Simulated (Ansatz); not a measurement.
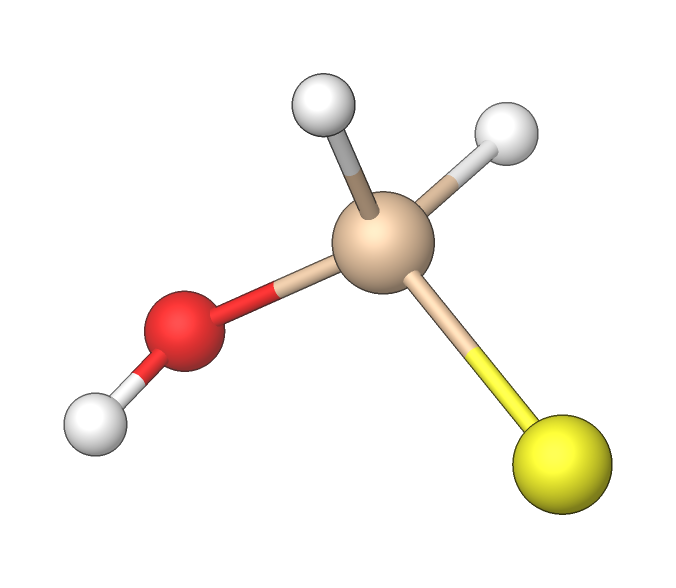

A ball-and-stick model of a molecule. Every bond is drawn as one stick, whatever its order. Colours: oxygen red, silicon light orange, sulfur yellow, hydrogen white.

Charge 0, doublet.

**What is the molecular formula?**

H₃OSSi, 6 atoms: 3 hydrogen, 1 oxygen, 1 sulfur and 1 silicon.

**How many bonds of each kind are drawn?**

2 Si–H, 1 O–Si, 1 S–Si, 1 O–H.

**Give the symmetry (Schoenflies symbol).**

C1.

The parts below concern this one geometry. Atoms keep their numbers from picture to picture. The computed structure is the end point of a PBE0-D4/def2-TZVP optimisation.

### Vibrations

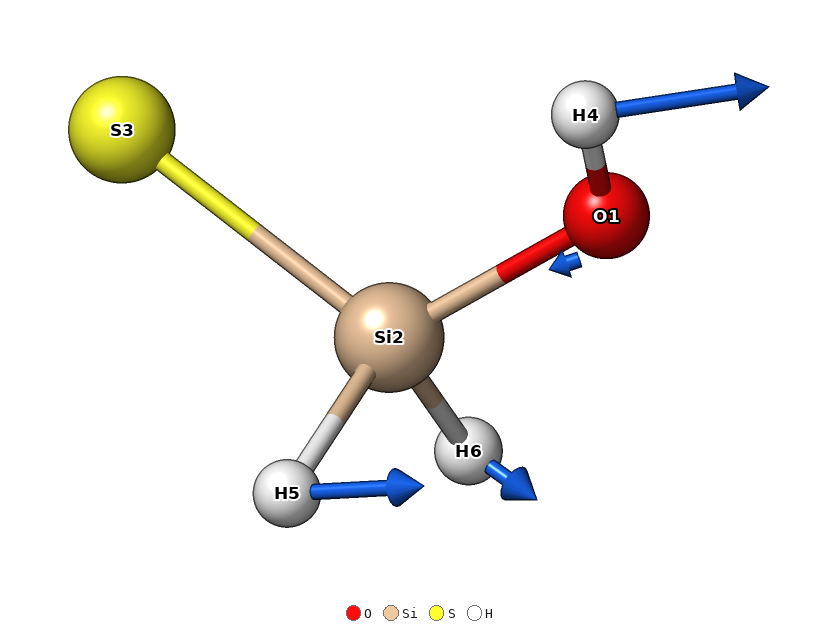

The arrows show one normal mode. Harmonic vibrations computed with UKS PBE0-D4/def2-TZVP (Ansatz 0.2.0) at a stationary point of the same level.

**Describe the motion.**

Mostly H–O–Si bending.

**At what wavenumber does it lie?**

821 cm⁻¹; it is mode 6 of 12 counted from the lowest.

### Levels of theory compared

Program: Ansatz 0.2.0.

Compare HOMO energy (eV), dipole (D) at these levels: B3LYP-D4/def2-TZVPP; PBE-D4/def2-TZVPP; r2SCAN-D4/def2-TZVPP; ωB97M-V/def2-TZVPP.

| level | HOMO energy (eV) | dipole (D) |
| --- | --- | --- |
| B3LYP-D4/def2-TZVPP | −7.34 | 1.09 |
| PBE-D4/def2-TZVPP | −6.31 | 1.14 |
| r2SCAN-D4/def2-TZVPP | −6.62 | 1.14 |
| ωB97M-V/def2-TZVPP | −9.80 | 1.08 |

### Charges

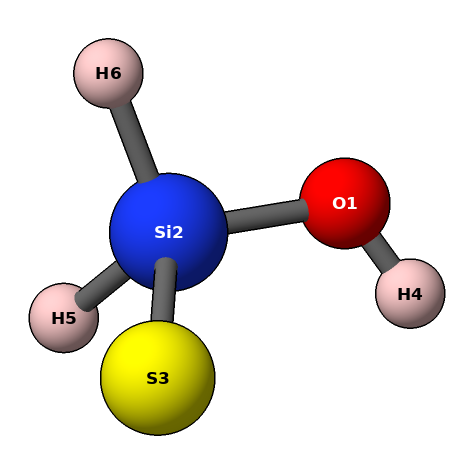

The questions are on Mulliken charges. Method: UKS PBE0-D4/def2-TZVP (Ansatz 0.2.0).

**Which atom carries the highest charge (most positive or least negative)?**

Si2 (0.42 e).

**And the lowest?**

O1 (−0.51 e).

Give the Mulliken charges atom by atom.

```csv
atom,value (e)
O1,−0.51
Si2,0.42
S3,−0.20
H4,0.33
H5,−0.02
H6,−0.01
```

### Thermal motion

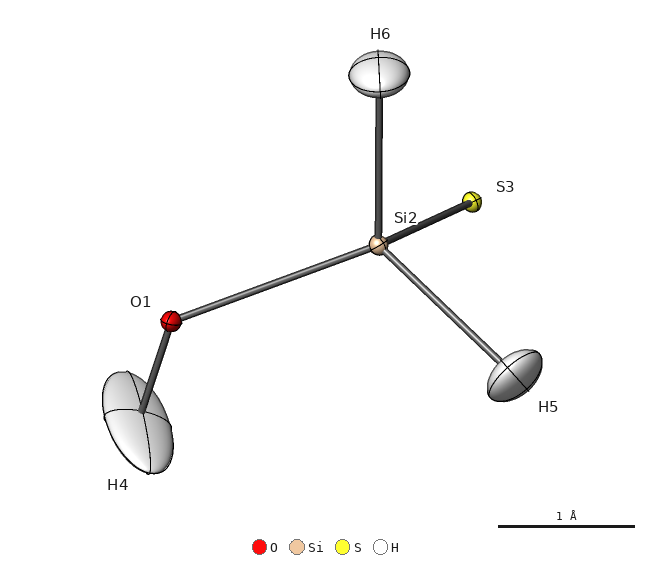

Displacement ellipsoids at the 50 % level, from the internal vibrations of the free molecule (harmonic, no overall translation or rotation; no half-axis is drawn under 0.075 Å). Vibrations computed with UKS PBE0-D4/def2-TZVP (Ansatz 0.2.0). Temperature: 400 K.

Give the displacement parameters, one line for each set of equivalent atoms.

```json
{"atom": "O1", "U_eq (Å²)": "0.0024", "rms amplitudes (Å)": "0.024, 0.031, 0.074"}
{"atom": "Si2", "U_eq (Å²)": "0.0011", "rms amplitudes (Å)": "0.021, 0.025, 0.048"}
{"atom": "S3", "U_eq (Å²)": "0.00078", "rms amplitudes (Å)": "0.009, 0.021, 0.043"}
{"atom": "H4", "U_eq (Å²)": "0.0697", "rms amplitudes (Å)": "0.069, 0.170, 0.419"}
{"atom": "H5", "U_eq (Å²)": "0.0230", "rms amplitudes (Å)": "0.088, 0.157, 0.191"}
{"atom": "H6", "U_eq (Å²)": "0.0220", "rms amplitudes (Å)": "0.089, 0.145, 0.192"}
```

Mulliken values depend strongly on the basis set and can even reverse the polarity of a bond.
